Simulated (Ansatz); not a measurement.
**AlSiH3 (triplet): correlated methods under varied settings at distance Al1–H4 along a hydrogen transfer = 2.064 Å**

Aim: run AlSiH3 (triplet) at one geometry under a spread of methods and options, and see what each costs and gives.

Computed with Ansatz 0.2.0, Gaussian basis. Level: the settings change from run to run.

15 further runs of the same task are left out: 9 for a known fault of the program, 1 for a mislabelled method, 5 that didn't finish.

### 1 What is computed

The geometry derives from fragments relaxed apart (PBE0/def2-TZVP) and kept rigid, so it is no stationary point. A hydrogen atom is moved between rigid fragments.

5 atoms, charge 0, spin multiplicity 3.

Atoms are counted from 1 here; the program's logs count them from 0.

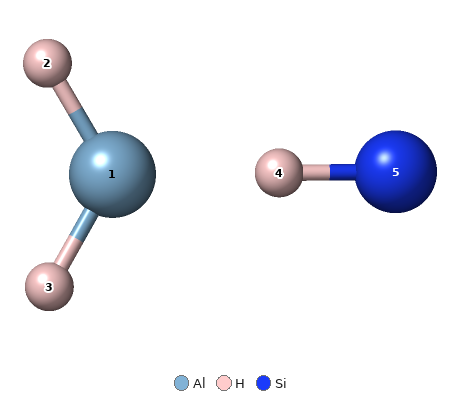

The structure; aluminium light blue, hydrogen pink, silicon blue; atoms are numbered from 1 in the order of the file.

### 2 CISD/def2-SVP

in.yaml

```yaml
crystal:
  periodic: [false, false, false]
  atoms:
    - {symbol: Al, position_ang: [-1.702394, 0.000000, 0.000000]}
    - {symbol: H, position_ang: [-2.495318, 1.373384, 0.000000]}
    - {symbol: H, position_ang: [-2.495318, -1.373384, 0.000000]}
    - {symbol: H, position_ang: [0.361606, 0.000000, 0.000000]}
    - {symbol: Si, position_ang: [1.801606, 0.000000, 0.000000]}
basis:
  gaussian: {orbitals: def2-SVP, point_charges: [{charge: 1.00, position_ang: [6.488, 0.583, 0.423]}]}
magnetization: {spin_polarized: false, initial_magnetization: 2}
correlation: {active_space: {ras: {orbitals: [4, 2, 35], electrons: 10, max_holes: 2, max_particles: 2}, fixed_orbitals: true}}
```

Command:

```bash
$ ansatz run in.yaml --threads 1 --pin off --events-out ev --progress --plain --max-ram 2393MiB
```

Standard output:

```text
Functional definition: HF
  name "HF"
  cite "Fock, Z. Phys. 61, 126 (1930) doi:10.1007/BF01340294"
  parent pbe
  exchange = exact_x
  correlation = 0
483 factors; integrals over basis functions are off by at most 1.5e-3 eV
mean field evaluation 1: about -14483.1715 eV, gradient 1.2e1 eV
mean field evaluation 2: about -14483.1731 eV, gradient 1.2e1 eV
mean field evaluation 4: about -14484.1294 eV, gradient 1.8e0 eV
mean field evaluation 8: about -14484.1541 eV, gradient 1.7e-3 eV
mean field evaluation 16: about -14484.0128 eV, gradient 1.9e0 eV
mean field evaluation 32: about -14483.6599 eV, gradient 1.5e0 eV
mean field -14484.15406672 eV, -532.2828442397 hartree, gradient 3.3e-6 eV, S^2 2.000000; 6 other end points of the search recorded, 0 dependent functions left out
reference -14484.15406672 eV, -532.2828442397 hartree; 16, 14 occupied and 35, 37 virtual orbitals, 483 factors
state -14488.56953706 eV, -532.4451097820 hartree
Total energy: -14488.56953706 eV, -532.4451097820 hartree
```

It took 2.7 s on 1 thread of Arm Neoverse V1, shared host.

From the report: 175,701 determinants.

### 3 BCCD(T) on ROHF/cc-pVDZ

Changes to in.yaml since step 2:

```diff
@@ -9,4 +9,5 @@
 basis:
-  gaussian: {orbitals: def2-SVP, point_charges: [{charge: 1.00, position_ang: [6.488, 0.583, 0.423]}]}
+  gaussian: {orbitals: cc-pVDZ, fitting: {mean_field: def2-universal-jkfit}}
 magnetization: {spin_polarized: false, initial_magnetization: 2}
-correlation: {active_space: {ras: {orbitals: [4, 2, 35], electrons: 10, max_holes: 2, max_particles: 2}, fixed_orbitals: true}}
+correlation: {method: bccd_t, electrons: outside_noble_gas}
+scf: {lower_state_search: off}
```

Same command.

Standard output, shortened:

```text
Functional definition: HF
  name "HF"
  cite "Fock, Z. Phys. 61, 126 (1930) doi:10.1007/BF01340294"
  parent pbe
[...]
310 factors; integrals over basis functions are off by at most 4.0e-1 eV
[...]
mean field -14488.30891900 eV, -532.4355322447 hartree, gradient 1.8e-6 eV, S^2 2.000000; 0 other end points of the search recorded, 0 dependent functions left out
10 core orbitals not correlated: weight in the atoms' cores, before any rotation towards them, 1.000 or more for the frozen orbitals, at most 0.000 for the correlated occupied ones
reference -14488.30891900 eV, -532.4355322447 hartree; 6, 4 occupied and 35, 37 virtual orbitals, 310 factors
second order -3.80481038 eV of doubles, -0.07978593 eV of singles
cycle   1  -4.68619789 eV  change   -8.0e-1 eV  update   8.6e-2
[...]
cycle  15  -4.98639683 eV  change    5.8e-6 eV  update   8.4e-6
perturbative correction -0.15739575 eV, -0.0057841873 hartree
Total energy: -14493.45271159 eV, -532.6245631357 hartree
Checks for a lower state left out: stability, starts, cluster_reference, orbital_swaps, neighbouring_geometries, increment
```

Run time: 1.2 s. Hardware: 1 thread of Arm Neoverse V1, shared host.

From the report: correlation -5.1438 eV; largest double amplitude 0.08.

### 4 NEVPT2(4,6)/cc-pVDZ

Changes to in.yaml since step 3:

```diff
@@ -9,5 +9,5 @@
 basis:
-  gaussian: {orbitals: cc-pVDZ, fitting: {mean_field: def2-universal-jkfit}}
+  gaussian: {orbitals: cc-pVDZ}
 magnetization: {spin_polarized: false, initial_magnetization: 2}
-correlation: {method: bccd_t, electrons: outside_noble_gas}
+correlation: {method: sc_nevpt2, electrons: outside_noble_gas, active_space: {window: {electrons: 4, orbitals: 6}}}
 scf: {lower_state_search: off}
```

Same command.

Standard output, shortened:

```text
Functional definition: HF
  name "HF"
  cite "Fock, Z. Phys. 61, 126 (1930) doi:10.1007/BF01340294"
  parent pbe
[...]
495 factors; integrals over basis functions are off by at most 1.0e-3 eV
[...]
mean field -14488.30846139 eV, -532.4355154280 hartree, gradient 2.3e-6 eV, S^2 2.000000; 0 other end points of the search recorded, 0 dependent functions left out
reference -14488.30846139 eV, -532.4355154280 hartree; 16, 14 occupied and 35, 37 virtual orbitals, 495 factors
state -14489.16057999 eV, -532.4668302088 hartree
state -14489.16057999 eV, -532.4668302088 hartree; corrected -14492.23955899 eV, -532.5799806002 hartree
Total energy: -14492.23955899 eV, -532.5799806002 hartree
Checks for a lower state left out: stability, starts, cluster_reference, orbital_swaps, neighbouring_geometries, increment
```

Wall time 2.4 s (1 thread of Arm Neoverse V1, shared host).

From the report: 56 determinants; active occupations 1.95, 1.00, 1.00, 0.03, 0.01, 0.01.

### 5 BCCD on ROHF/cc-pVDZ

Changes to in.yaml since step 4:

```diff
@@ -11,3 +11,3 @@
 magnetization: {spin_polarized: false, initial_magnetization: 2}
-correlation: {method: sc_nevpt2, electrons: outside_noble_gas, active_space: {window: {electrons: 4, orbitals: 6}}}
-scf: {lower_state_search: off}
+correlation: {method: bccd, electrons: valence}
+output: {forces: true}
```

Same command.

Standard output, shortened:

```text
Functional definition: HF
  name "HF"
  cite "Fock, Z. Phys. 61, 126 (1930) doi:10.1007/BF01340294"
  parent pbe
[...]
495 factors; integrals over basis functions are off by at most 1.0e-3 eV
[...]
mean field -14488.30846139 eV, -532.4355154280 hartree, gradient 2.3e-6 eV, S^2 2.000000; 14 other end points of the search recorded, 0 dependent functions left out
[...]
determinant -14488.30846139 eV, -532.4355154280 hartree, with singles and doubles -14493.31077629 eV, -532.6193471097 hartree
determinant -14487.73628237 eV, -532.4144882367 hartree, with singles and doubles -14492.64211011 eV, -532.5947740808 hartree
determinant -14487.69545750 eV, -532.4129879504 hartree, with singles and doubles -14492.59879730 eV, -532.5931823644 hartree
determinant -14487.08879921 eV, -532.3906936696 hartree, with singles and doubles -14492.08706633 eV, -532.5743765984 hartree
[...]
reference -14488.30846139 eV, -532.4355154280 hartree; 6, 4 occupied and 35, 37 virtual orbitals, 495 factors
second order -3.81559168 eV of doubles, -0.07978081 eV of singles
cycle   1  -4.99701794 eV  change    5.3e-3 eV  update   1.6e-2
[...]
cycle  15  -4.99070610 eV  change    3.5e-7 eV  update   4.6e-7
[...]
Total energy: -14493.29916749 eV, -532.6189204942 hartree
Atom 0 at    -1.702394     0.000000     0.000000 Å, force     1.431774     0.000000    -0.000000 eV/Å
Atom 1 at    -2.495318     1.373384     0.000000 Å, force     0.397082     0.043058     0.000000 eV/Å
Atom 2 at    -2.495318    -1.373384     0.000000 Å, force     0.397082    -0.043058     0.000000 eV/Å
Atom 3 at     0.361606     0.000000     0.000000 Å, force    -5.295384     0.000000     0.000000 eV/Å
Atom 4 at     1.801606     0.000000     0.000000 Å, force     3.069444    -0.000000    -0.000000 eV/Å
Dipole moment:    -0.963227     0.000000     0.000000 e Å
```

Run time: 9 s. Hardware: 1 thread of Arm Neoverse V1, shared host.

From the report: correlation -4.9907 eV; largest double amplitude 0.08.

### 6 The runs in one table

Where basis and cores are those of an earlier UCCSDT(Q)/cc-pVDZ run (-14493.5177 eV), and the state is the same kind, the miss against it is given.

```
                                level         correlated  functions  energy (eV)  from UCCSDT(Q) (meV)   time
CISD/def2-SVP (beside a point charge)            valence         51  -14488.5695                        2.7 s
              BCCD(T) on ROHF/cc-pVDZ  outside noble gas         51  -14493.4527                  65.0  1.2 s
                  NEVPT2(4,6)/cc-pVDZ  outside noble gas         51  -14492.2396                1278.2  2.4 s
                 BCCD on ROHF/cc-pVDZ            valence         51  -14493.2992                 218.6    9 s
```

### 7 What came out

| quantity | value |
| --- | --- |
| runs | 4 |
| quickest | BCCD(T) on ROHF/cc-pVDZ, 1.2 s |
| slowest | BCCD on ROHF/cc-pVDZ, 9 s |

What this shows: Total energies in different bases, with other cores or another treatment of relativity can't be set against each other. BCCD on ROHF/cc-pVDZ took 8 times as long as BCCD(T) on ROHF/cc-pVDZ; the jobs differ in more than the method. Among the correlated runs with a miss given, it spans +65 to +1278 meV.
